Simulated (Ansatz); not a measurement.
# Ligand exchange: C2H3BrO + Cd(CH3)(NH2) → C2H5NO + Cd(CH3)Br

Species: C2H3BrO (acetyl bromide) `CC(=O)Br`, singlet; Cd(CH3)(NH2), singlet; C2H5NO (acetamide) `CC(N)=O`, singlet; Cd(CH3)Br, singlet. The partners trade Br for NH2: C–Br and Cd–NH2 bonds give way to C–NH2 and Cd–Br.

Shapes, held fixed at every level: PBE0-D4/def2-TZVP. Flexible molecules stand in one conformer, not always the lowest. Programs: Ansatz 0.2.0. Electronic energies: no zero-point or thermal term.

| level | kind | ΔE (kJ/mol) | less CCSD(T)/def2-TZVPP | CPU time (sum over the molecules) |
| --- | --- | --- | --- | --- |
| HF/def2-SVP | Hartree–Fock | -283.1 | -89.0 | – |
| HF/def2-TZVPP | Hartree–Fock | -261.9 | -67.8 | – |
| r2SCAN-D4/def2-TZVPP | meta-GGA | -199.5 | -5.4 | 31 s |
| B3LYP-D4/def2-TZVPP | global hybrid | -201.0 | -6.9 | 26 s |
| PBE0-D4/def2-TZVPP | global hybrid | -210.7 | -16.6 | 19 s |
| r2SCAN0-D4/def2-TZVPP | global hybrid | -218.3 | -24.2 | 32 s |
| wB97M-V/def2-TZVPP | range-separated hybrid | -209.8 | -15.7 | 64 s |
| CCSD(T)/def2-TZVPP | coupled cluster or CI | -194.1 | 0.0 | 9 min |

The highest level, CCSD(T)/def2-TZVPP, gives ΔE = -194.1 kJ/mol; the levels span -283.1 to -194.1. The column of differences is taken from that level and isn't an error. No measured value is set beside it here. For atoms past krypton def2 sets carry core potentials with scalar relativity. Relativity is left out for Br unless named. Correlated rows may include outer-core shells of Br, Cd, which these sets cover unevenly. Times are processor times on shared x86 and Arm servers, and rough.

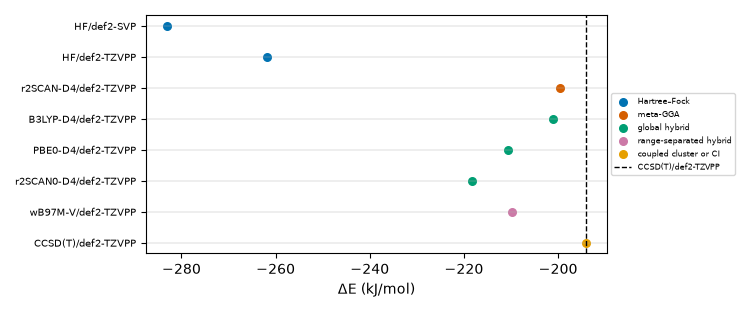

The values of the table, level by level.
